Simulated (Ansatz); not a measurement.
# SiNH4ClO (SMILES N[SiH](O)Cl): PBE-QIDH/6-31G(d) (spherical functions)

Aim: the vertical ionisation energy of SiNH4ClO at PBE-QIDH/6-31G* (spherical functions), from 2 runs. 

The calculation is run with Ansatz 0.2.0.

128 further runs of the same task are left out: 128 set aside as unsound or not needed.

## (1) The molecule

The species is SiNH4ClO (8 atoms), meant as a singlet with charge 0. SMILES: `N[SiH](O)Cl`. The coordinates come from a PBE0-D4/def2-TZVP relaxation. This is one conformer, not always the lowest.

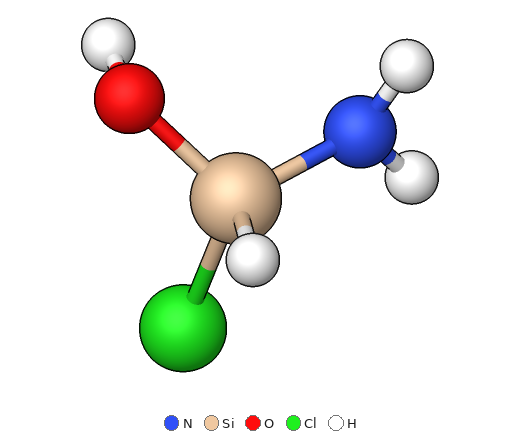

Viewed from a chosen angle; nitrogen blue, silicon light orange, oxygen red, chlorine green, hydrogen white.

## (2) A single-point energy at PBE-QIDH/6-31G(d) (spherical functions)

Contents of in.yaml:

```yaml
basis:
  gaussian:
    orbitals: 6-31G_st_-spherical.json
crystal:
  periodic: [false, false, false]
  atoms:
    - symbol: N
      position_ang: [-0.749800, 0.885600, -0.289000]
    - symbol: Si
      position_ang: [0.524400, -0.226200, -0.115300]
    - symbol: O
      position_ang: [0.551300, -0.861300, 1.386900]
    - symbol: Cl
      position_ang: [0.173100, -1.641600, -1.566900]
    - symbol: H
      position_ang: [-1.217200, 0.998000, -1.172700]
    - symbol: H
      position_ang: [-0.806900, 1.712400, 0.283000]
    - symbol: H
      position_ang: [1.896700, 0.277200, -0.308600]
    - symbol: H
      position_ang: [-0.279500, -1.201200, 1.726700]
hamiltonian:
  xc: {name: PBE-QIDH}
correlation:
  frozen_orbitals: {Cl: 5, H: 0, "N": 1, O: 1, Si: 5}
accuracy: high
output:
  orbitals: {seedname: orbitals}
```

The basis set 6-31G* is read from a file made from the Basis Set Exchange's data (not shown).

Started as:

```
ansatz run in.yaml --threads 1 --pin off --max-ram 3480MiB --events-out events.jsonl --progress --plain --runs-dir runs
```

Log:

```text
Warning: RAYON_NUM_THREADS=1 ignored (pool sized by the plan → 1); use --threads N
Functional definition: PBE-QIDH
  name "PBE-QIDH"
  parameter a = 3^(-1/3)
  parameter c = 1/3
  exchange = (1 - a)*pbe_x + a*exact_x
  correlation = (1 - c)*pbe_c + c*(mp2_os + mp2_ss)
1602 factors; integrals over basis functions are off by at most 3.7e-9 eV
mean field evaluation 1: about -23976.4872 eV, gradient 4.7e1 eV
mean field evaluation 2: about -23976.5525 eV, gradient 4.7e1 eV
mean field evaluation 4: about -23980.6346 eV, gradient 2.6e0 eV
mean field evaluation 8: about -23980.6576 eV, gradient 5.3e-2 eV
mean field evaluation 16: about -23980.6576 eV, gradient 6.1e-6 eV
mean field -23980.65759694 eV, -881.2729120139 hartree, gradient 4.0e-8 eV, S^2 0.000000; 0 other end points of the search recorded, 0 dependent functions left out
12 core orbitals not correlated: weight in the atoms' cores, before any rotation towards them, 1.000 or more for the frozen orbitals, at most 0.000 for the correlated occupied ones
reference -23980.65759789 eV, -881.2729120490 hartree; 13, 13 occupied and 47, 47 virtual orbitals, 1602 factors
second order -16.76125323 eV of doubles, -0.00000000 eV of singles
Total energy: -23986.24468230 eV, -881.4782336140 hartree
```

It took 4.8 s on 1 thread of Intel Xeon 6975P-C (Granite Rapids), shared host; peak memory 0.24 GiB.

## (3) The doublet cation

Contents of molecule.yaml:

```yaml
crystal:
  periodic: [false, false, false]
  atoms:
    - {symbol: N, position_ang: [-0.749800, 0.885600, -0.289000]}
    - {symbol: Si, position_ang: [0.524400, -0.226200, -0.115300]}
    - {symbol: O, position_ang: [0.551300, -0.861300, 1.386900]}
    - {symbol: Cl, position_ang: [0.173100, -1.641600, -1.566900]}
    - {symbol: H, position_ang: [-1.217200, 0.998000, -1.172700]}
    - {symbol: H, position_ang: [-0.806900, 1.712400, 0.283000]}
    - {symbol: H, position_ang: [1.896700, 0.277200, -0.308600]}
    - {symbol: H, position_ang: [-0.279500, -1.201200, 1.726700]}
basis:
  gaussian:
    orbitals: 6-31G_st_-spherical.json
total_charge: 1
magnetization:
  spin_polarized: true
  initial_magnetization: 1
hamiltonian:
  xc: {name: PBE-QIDH}
correlation:
  frozen_orbitals: {Cl: 5, H: 0, "N": 1, O: 1, Si: 5}
accuracy: high
output: {orbitals: {seedname: orbitals}}
```

The basis set 6-31G* is read from a file made from the Basis Set Exchange's data (not shown).

Started as:

```
ansatz run molecule.yaml --threads 1 --pin off --max-ram 3480MiB --events-out events.jsonl --progress --plain --runs-dir runs
```

Log, shortened:

```text
Warning: RAYON_NUM_THREADS=1 ignored (pool sized by the plan → 1); use --threads N
Functional definition: PBE-QIDH
  name "PBE-QIDH"
[...]
1601 factors; integrals over basis functions are off by at most 3.7e-9 eV
[...]
mean field -23970.60328019 eV, -880.9034226884 hartree, gradient 8.7e-8 eV, S^2 0.757784; 1 other end points of the search recorded, 0 dependent functions left out
12 core orbitals not correlated: weight in the atoms' cores, before any rotation towards them, 1.000 or more for the frozen orbitals, at most 0.000 for the correlated occupied ones
reference -23970.60328115 eV, -880.9034227237 hartree; 13, 12 occupied and 47, 48 virtual orbitals, 1601 factors
second order -15.72682652 eV of doubles, -0.00000000 eV of singles
Total energy: -23975.84555666 eV, -881.0960727953 hartree
```

Wall time 8.1 s (1 thread of Intel Xeon 6975P-C (Granite Rapids), shared host); peak memory 0.35 GiB.

## (4) What came out

At PBE-QIDH/6-31G* (spherical functions), 12 core orbitals frozen:

```
                                                                quantity          value
                                          singlet SiNH4ClO: total energy  -881.47823 Eh
                     singlet SiNH4ClO: HOMO energy (SCF part's orbitals)      -10.27 eV
                     singlet SiNH4ClO: LUMO energy (SCF part's orbitals)        3.32 eV
                   singlet SiNH4ClO: HOMO–LUMO gap (SCF part's orbitals)       13.59 eV
                                            doublet cation: total energy  -881.09607 Eh
doublet cation: HOMO energy (SCF part's orbitals) (highest over α and β)      -16.26 eV
 doublet cation: LUMO energy (SCF part's orbitals) (lowest over α and β)       -9.90 eV
                                                    doublet cation: ⟨S²⟩          0.758
                      vertical ionisation energy (to the doublet cation)      10.399 eV
```

What this shows: The vertical ionisation energy comes to 10.40 eV (240 kcal/mol). The negative HOMO energy of the first species, 10.27 eV, lies 0.13 eV below that difference.
